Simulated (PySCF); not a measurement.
# C4H3ClS: excited states, first hyperpolarisability

What do calculations give for the excited states, first hyperpolarisability of C4H3ClS (`Clc1ccsc1`)?

Computed with PySCF 2.14.0 and routines of our own; the level stands in each step. Atoms count from 0.

## (1) The system as given

9 atoms, charge 0, multiplicity 1; geometry from: GFN2-xTB.

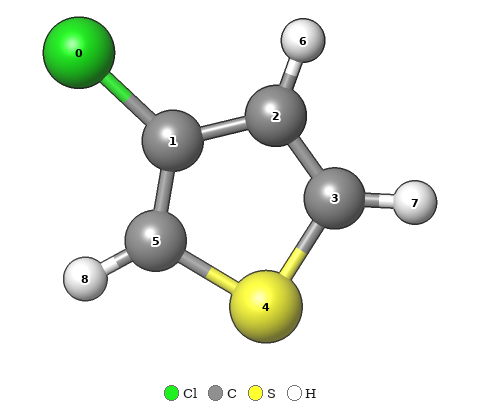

The starting geometry (chlorine green, carbon grey, sulfur yellow, hydrogen white).

## (2) Optimising the geometry at PBE0-D3(BJ)/def2-TZVP

Job settings and geometry (Å):

```
{"job": {"xc": "PBE0", "basis": "def2-TZVP", "d3": "d3bj", "grid": 2, "kind": "geom"}, "charge": 0, "multiplicity": 1}
Cl     2.371505    -0.963433     0.549371
C      0.872506    -0.208499     0.179461
C     -0.346057    -0.923145     0.067836
C     -1.382880    -0.102946    -0.230343
S     -0.893687     1.537802    -0.378191
C      0.736662     1.127152    -0.034831
H     -0.424675    -1.985186     0.205282
H     -2.412766    -0.360462    -0.373259
H      1.492954     1.884710    -0.010505
```

The run is started by

```console
OMP_NUM_THREADS=1 python excited_run.py task.json out
```

The driver reads the jobs from task.json and runs them one after another.

Output:

```text
step   0  E = -1012.22833558  max force = 0.010006
step   1  E = -1012.22869802  max force = 0.001027
step   2  E = -1012.22869379  max force = 0.001018
step   3  E = -1012.22871609  max force = 0.000154
step   4  E = -1012.22871563  max force = 0.000317
optimisation converged
```

Run time: 56 s. Hardware: 1 thread of Arm Neoverse V2, shared host; peak memory 0.88 GiB.

Relaxation path:

| step | energy from step 0 (eV) | largest force component (eV/Å) |
| --- | --- | --- |
| 0 | 0.0000 | 0.5145 |
| 1 | -0.0099 | 0.0528 |
| 2 | -0.0097 | 0.0523 |
| 3 | -0.0104 | 0.0079 |
| 4 | -0.0103 | 0.0163 |

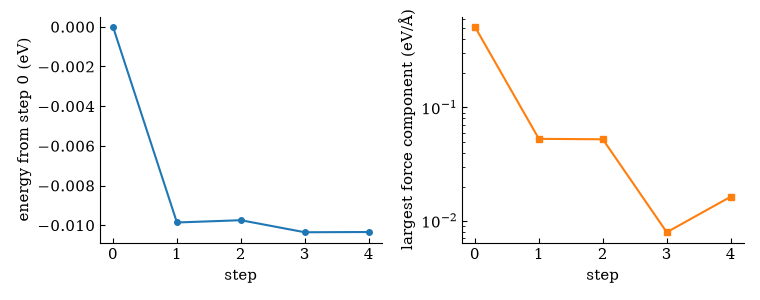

Energy and largest force along the relaxation.

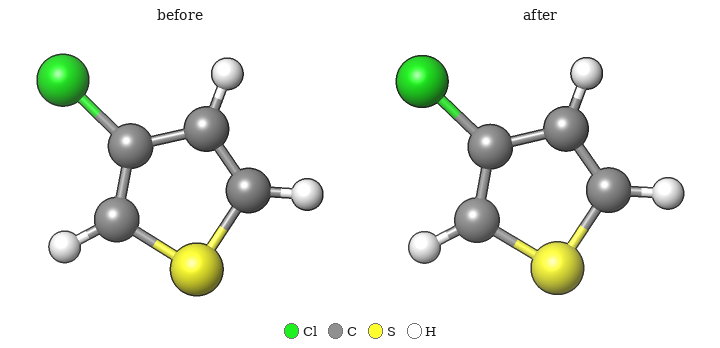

Before and after, at one scale.

Distances of close pairs at the start and the end, largest changes first:

| bond | before (Å) | after (Å) | change (Å) |
| --- | --- | --- | --- |
| C3–S4 | 1.718 | 1.705 | -0.013 |
| S4–C5 | 1.716 | 1.704 | -0.012 |
| C3–H7 | 1.071 | 1.079 | +0.008 |
| C5–H8 | 1.071 | 1.078 | +0.007 |
| C2–H6 | 1.074 | 1.081 | +0.007 |
| C2–C3 | 1.355 | 1.362 | +0.006 |
| C1–C5 | 1.360 | 1.363 | +0.003 |
| Cl0–C1 | 1.719 | 1.717 | -0.001 |

The final coordinates are the input of the step that follows.

| at the end point | value |
| --- | --- |
| point group (found at 0.08 Å tolerance) | Cs |
| rotational constants (GHz, main isotopes) | 7.228, 1.521, 1.256 |
| dipole moment (D) | 1.27 |

## (3) Excited states: TDA CAM-B3LYP/def2-TZVPD

Job settings and geometry (Å):

```
{"job": {"kind": "states", "xc": "CAM-B3LYP", "basis": "def2-TZVPD", "tda": true, "soc": true, "nstates": 6, "ntriplets": 5, "nquad": 4}, "charge": 0, "multiplicity": 1}
Cl     2.337964    -0.917363     0.719126
C      0.860116    -0.190615     0.232315
C     -0.348821    -0.919218     0.108119
C     -1.373977    -0.116698    -0.290626
S     -0.869982     1.497444    -0.510937
C      0.734802     1.132396    -0.069704
H     -0.435495    -1.977850     0.306992
H     -2.401848    -0.393777    -0.466449
H      1.501184     1.890370    -0.052108
```

Method: TDA CAM-B3LYP/def2-TZVPD excited states, vertical, gas phase, spin-orbit mean-field couplings.

Output:

```text
coarse grid: 9456 points
cycle   1  E = -1012.6080546966  dE =  1.281e+00  |g| = 2.924e-01  |ddm| = 3.917e+00
cycle   2  E = -1012.6216137767  dE = -1.356e-02  |g| = 2.275e-01  |ddm| = 1.169e+00
cycle   3  E = -1012.6320342037  dE = -1.042e-02  |g| = 5.375e-02  |ddm| = 3.897e-01
cycle   4  E = -1012.6326582291  dE = -6.240e-04  |g| = 2.191e-02  |ddm| = 1.134e-01
cycle   5  E = -1012.6327685737  dE = -1.103e-04  |g| = 8.265e-03  |ddm| = 3.702e-02
cycle   6  E = -1012.6327864712  dE = -1.790e-05  |g| = 2.042e-03  |ddm| = 1.238e-02
cycle   7  E = -1012.6327875555  dE = -1.084e-06  |g| = 4.246e-04  |ddm| = 3.861e-03
final grid: 84440 points
cycle   8  E = -1012.6256731595  dE = -2.082e-05  |g| = 3.817e-03  |ddm| = 1.533e-01
cycle   9  E = -1012.6256722052  dE =  9.543e-07  |g| = 4.145e-03  |ddm| = 1.364e-02
cycle  10  E = -1012.6256760981  dE = -3.893e-06  |g| = 4.871e-04  |ddm| = 5.518e-03
cycle  11  E = -1012.6256761484  dE = -5.030e-08  |g| = 2.343e-04  |ddm| = 9.451e-04
cycle  12  E = -1012.6256761618  dE = -1.340e-08  |g| = 5.008e-05  |ddm| = 3.895e-04
cycle  13  E = -1012.6256761625  dE = -6.369e-10  |g| = 1.338e-05  |ddm| = 1.086e-04
converged SCF energy = -1012.6256761625

Singlet excitations
state   eV       nm        f     d(h-e)  d(exc)  Lambda  PR(NTO)  |dmu|/D   mu/D   main configurations
  1   5.7431   215.9   0.10741   0.647   2.887   0.758   1.307    1.818    0.497   H->L 0.76, H-1->L 0.09
  2   5.8745   211.1   0.00109   0.832   3.388   0.352   1.045    2.623    1.547   H->L+1 0.54, H->L+8 0.14, H->L+2 0.13
  3   6.1213   202.5   0.06956   0.341   2.672   0.759   1.366    0.964    2.005   H-1->L 0.69, H->L 0.14
  4   6.2797   197.4   0.00376   0.946   3.274   0.308   1.357    3.197    2.242   H-1->L+1 0.43, H-1->L+2 0.12, H-1->L+6 0.09
  5   6.3265   196.0   0.00202   0.866   3.768   0.291   1.304                     H->L+2 0.59, H->L+5 0.12
  6   6.6246   187.2   0.00807   0.390   3.805   0.305   1.196                     H->L+3 0.61, H->L+9 0.09

Triplet excitations (Tamm-Dancoff)
state   eV     d(h-e)  d(exc)  Lambda  PR(NTO)   main configurations
  1   3.7746   0.314   2.479   0.788   1.089   H->L 0.73, H-1->L 0.20
  2   4.4507   0.147   2.608   0.807   1.073   H-1->L 0.74, H->L 0.20
  3   5.4940   0.448   3.158   0.362   1.084   H->L+1 0.46, H->L+8 0.20, H->L+6 0.09
  4   5.7287   0.604   2.606   0.506   1.213   H->L+7 0.38, H->L+10 0.20, H->L+4 0.19
  5   5.9793   0.858   2.981   0.316   1.195   H-1->L+1 0.37, H-1->L+2 0.15, H-1->L+6 0.10
S1 - T1 = 1.9685 eV

Spin-orbit couplings |<S|Hso|T>| (cm-1)
             T1       T2       T3       T4       T5
S0        0.344    0.462  142.589    1.454   75.760
S1        0.151    0.240   39.623    0.118   21.894
S2       24.124   19.597    1.039   14.700    1.439
S3        0.027    0.387    9.705    0.169   40.516
S4       15.165   32.436    0.351    5.192    0.965
S5       21.346    7.032    4.990    4.784    1.080
S6       14.501    8.111   11.116    5.336    3.886
T1 sublevels (cm-1): 0.000 0.012 0.016   radiative rates (1/s): 2.86 1.1 0.0355
```

It took 38 s on 1 thread of Arm Neoverse V2, shared host; peak memory 0.95 GiB.

In short:

| quantity | value |
| --- | --- |
| S1 less T1 | 1.97 eV |

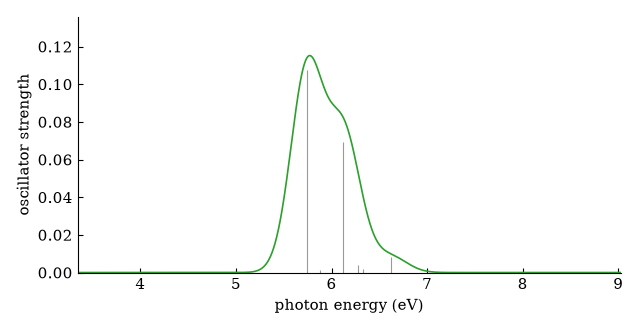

Absorption lines of the singlets. Lines are broadened to a width of 0.40 eV (Gaussian).

## (4) Excited states: TDDFT CAM-B3LYP/def2-TZVPD

Settings changed since step 3:

```diff
@@ -1,2 +1,2 @@
-{"job": {"kind": "states", "xc": "CAM-B3LYP", "basis": "def2-TZVPD", "tda": true, "soc": true, "nstates": 6, "ntriplets": 5, "nquad": 4}, "charge": 0, "multiplicity": 1}
+{"job": {"kind": "states", "xc": "CAM-B3LYP", "basis": "def2-TZVPD", "tpa": true, "nstates": 8, "nquad": 6, "ntriplets": 0}, "charge": 0, "multiplicity": 1}
 Cl     2.337964    -0.917363     0.719126
```

With the program's defaults for keys left out, this is: TDDFT CAM-B3LYP/def2-TZVPD excited states, vertical, gas phase, two-photon moments by quadratic response.

Output:

```text
coarse grid: 9456 points
cycle   1  E = -1012.6080546966  dE =  1.281e+00  |g| = 2.924e-01  |ddm| = 3.917e+00
cycle   2  E = -1012.6216137767  dE = -1.356e-02  |g| = 2.275e-01  |ddm| = 1.169e+00
cycle   3  E = -1012.6320342037  dE = -1.042e-02  |g| = 5.375e-02  |ddm| = 3.897e-01
cycle   4  E = -1012.6326582291  dE = -6.240e-04  |g| = 2.191e-02  |ddm| = 1.134e-01
cycle   5  E = -1012.6327685737  dE = -1.103e-04  |g| = 8.265e-03  |ddm| = 3.702e-02
cycle   6  E = -1012.6327864712  dE = -1.790e-05  |g| = 2.042e-03  |ddm| = 1.238e-02
cycle   7  E = -1012.6327875555  dE = -1.084e-06  |g| = 4.246e-04  |ddm| = 3.861e-03
final grid: 84440 points
cycle   8  E = -1012.6256731595  dE = -2.082e-05  |g| = 3.817e-03  |ddm| = 1.533e-01
cycle   9  E = -1012.6256722052  dE =  9.543e-07  |g| = 4.145e-03  |ddm| = 1.364e-02
cycle  10  E = -1012.6256760981  dE = -3.893e-06  |g| = 4.871e-04  |ddm| = 5.518e-03
cycle  11  E = -1012.6256761484  dE = -5.030e-08  |g| = 2.343e-04  |ddm| = 9.451e-04
cycle  12  E = -1012.6256761618  dE = -1.340e-08  |g| = 5.008e-05  |ddm| = 3.895e-04
cycle  13  E = -1012.6256761625  dE = -6.369e-10  |g| = 1.338e-05  |ddm| = 1.086e-04
converged SCF energy = -1012.6256761625

Singlet excitations
state   eV       nm        f     d(h-e)  d(exc)  Lambda  PR(NTO)  |dmu|/D   mu/D   delta(TPA)   sigma/GM   main configurations
  1   5.5513   223.3   0.08558   0.668   2.847   0.762   1.277    1.869    0.549       27.21      0.307   H->L 0.91
  2   5.8495   212.0   0.00085   0.808   3.387   0.353   1.048    2.488    1.421       16.90      0.212   H->L+1 0.54, H->L+8 0.15, H->L+2 0.12
  3   5.8934   210.4   0.07147   0.339   2.654   0.761   1.424    0.920    1.975       15.36      0.195   H-1->L 0.85
  4   6.2651   197.9   0.00302   0.984   3.239   0.308   1.244    3.229    2.290        4.14      0.060   H-1->L+1 0.45, H-1->L+2 0.13, H-1->L+6 0.10
  5   6.3180   196.2   0.00177   0.858   3.787   0.291   1.202    3.651    3.735       16.56      0.242   H->L+2 0.61, H->L+5 0.14
  6   6.6074   187.6   0.00882   0.374   3.798   0.305   1.191    1.841    3.119       17.93      0.287   H->L+3 0.60, H->L+9 0.09
  7   6.7786   182.9   0.00356   0.349   3.906   0.294   1.145                                            H-1->L+2 0.52, H-1->L+1 0.22, H-1->L+5 0.12
  8   7.0111   176.8   0.17618   0.138   3.633   0.418   1.277                                            H->L+4 0.69, H->L+7 0.15
```

Run time: 47 s. Hardware: 1 thread of Arm Neoverse V2, shared host; peak memory 0.96 GiB.

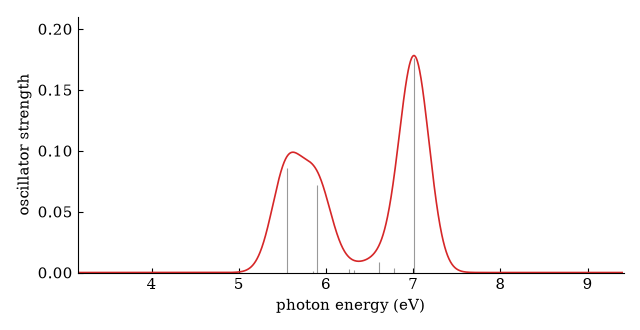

Absorption lines of the singlets. Lines are broadened to a width of 0.40 eV (Gaussian).

## (5) First hyperpolarisability: quadratic response CAM-B3LYP/def2-TZVPD

Settings changed since step 4:

```diff
@@ -1,2 +1,2 @@
-{"job": {"kind": "states", "xc": "CAM-B3LYP", "basis": "def2-TZVPD", "tpa": true, "nstates": 8, "nquad": 6, "ntriplets": 0}, "charge": 0, "multiplicity": 1}
+{"job": {"kind": "beta", "xc": "CAM-B3LYP", "basis": "def2-TZVPD"}, "charge": 0, "multiplicity": 1}
 Cl     2.337964    -0.917363     0.719126
```

With the program's defaults for keys left out, this is: quadratic response CAM-B3LYP/def2-TZVPD first hyperpolarisability, Taylor convention, gas phase.

Output:

```text
coarse grid: 9456 points
cycle   1  E = -1012.6080546966  dE =  1.281e+00  |g| = 2.924e-01  |ddm| = 3.917e+00
cycle   2  E = -1012.6216137767  dE = -1.356e-02  |g| = 2.275e-01  |ddm| = 1.169e+00
cycle   3  E = -1012.6320342037  dE = -1.042e-02  |g| = 5.375e-02  |ddm| = 3.897e-01
cycle   4  E = -1012.6326582291  dE = -6.240e-04  |g| = 2.191e-02  |ddm| = 1.134e-01
cycle   5  E = -1012.6327685737  dE = -1.103e-04  |g| = 8.265e-03  |ddm| = 3.702e-02
cycle   6  E = -1012.6327864712  dE = -1.790e-05  |g| = 2.042e-03  |ddm| = 1.238e-02
cycle   7  E = -1012.6327875555  dE = -1.084e-06  |g| = 4.246e-04  |ddm| = 3.861e-03
final grid: 84440 points
cycle   8  E = -1012.6256731595  dE = -2.082e-05  |g| = 3.817e-03  |ddm| = 1.533e-01
cycle   9  E = -1012.6256722052  dE =  9.543e-07  |g| = 4.145e-03  |ddm| = 1.364e-02
cycle  10  E = -1012.6256760981  dE = -3.893e-06  |g| = 4.871e-04  |ddm| = 5.518e-03
cycle  11  E = -1012.6256761484  dE = -5.030e-08  |g| = 2.343e-04  |ddm| = 9.451e-04
cycle  12  E = -1012.6256761618  dE = -1.340e-08  |g| = 5.008e-05  |ddm| = 3.895e-04
cycle  13  E = -1012.6256761625  dE = -6.369e-10  |g| = 1.338e-05  |ddm| = 1.086e-04
converged SCF energy = -1012.6256761625

Lowest singlets (eV, f): 5.5513 0.0856  5.8495 0.0008  5.8934 0.0715

First hyperpolarisability (au)
process     nm      |vector|   parallel      HRS      DR
static         -      158.97     -77.98      60.89   6.855
shg       1907.0      167.63     -82.14      64.19   6.956
eope      1907.0      161.78     -79.33          -       -
shg       1064.0      189.83     -92.73      72.68   7.223
eope      1064.0      168.27     -82.44          -       -
```

Wall time 35 s (1 thread of Arm Neoverse V2, shared host); peak memory 0.96 GiB.

## (6) What came out

```
                                                  quantity                                                value
                                               point group                                                   Cs
                      rotational constants (main isotopes)                                 7.23, 1.52, 1.26 GHz
             S1 less T1 (step 3, TDA CAM-B3LYP/def2-TZVPD)                                              1.97 eV
β vector (step 5, quadratic response CAM-B3LYP/def2-TZVPD)  static 159, SHG 1907.0 nm 168, SHG 1064.0 nm 190 au
```

Relaxing lowered the energy by 0.010 eV in 4 steps; the close pair that moved most is C3–S4, from 1.718 to 1.705 Å. No frequency check was run at this level, so the end point may be a saddle. In step 3, the number of triplets below S1 is 4, and the largest singlet-triplet spin-orbit coupling is S0–T3, 142.59 cm⁻¹. β grows from 159 au (static) to 190 au for doubling at 1064.0 nm: normal dispersion, which grows as twice the photon energy moves toward the bright states.
